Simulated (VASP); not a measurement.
Band structure of YN (space group P6_3/mmc). All values below come from r2SCAN meta-GGA, VASP's PBE PAW potentials (set 64) (plane waves; VASP).

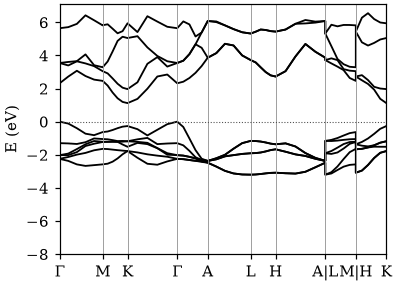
Figure: Bands along high-symmetry lines, zero at the valence-band maximum or, without a gap, the Fermi level

Read the plot: is there a gap, and where are the band edges?

The gap is indirect, 1.12 eV, from the valence maximum at Γ to the conduction minimum at K.

The structure comes from a computed database's YN entry (P6_3/mmc); how it stands against other phases isn't given here. It was relaxed first.
